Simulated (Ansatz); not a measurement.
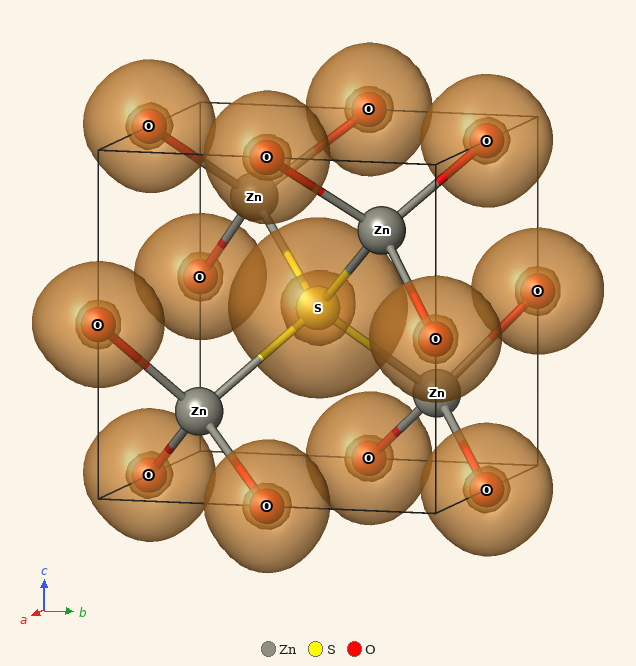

The picture shows: Zn4SO3. Isosurface of the ELF at 0.65 (orange), seen slightly off an axis. Core shells and regions of very low density are left out. Sticks mark near contacts.

Space group P-43m; a structure generated by program, which may or may not match a known phase; computed pressure about −5 GPa in this cell.

These are results of DFT PBEsol, scalar-relativistic, plane waves, PAW (Ansatz), not measurements.

Question: What do the ELF domains correspond to?

Answer: The ELF exceeds this value in three regions wrapped around O (the valence shell of each) and one region wrapped around S (its valence shell), counted in one cell of 8 atoms. Regions shared between cells count once.

Values along the shortest contacts:
Zn–O (2.04 Å): the ELF peaks at about 0.85 in the valence shell of O, 0.6 Å from its nucleus, and is about 0.25 at the midpoint (no shared electron pair shows on this line). Zn–S (2.26 Å): the ELF peaks at about 0.90 in the valence shell of S, 0.8 Å from its nucleus, and is about 0.55 at the midpoint.

Question: Which way does charge flow, and how much by Bader's partition?

Answer: Electrons move from Zn towards S and O. Bader charges: Zn +1.10, S −0.85 and O −1.18 e.
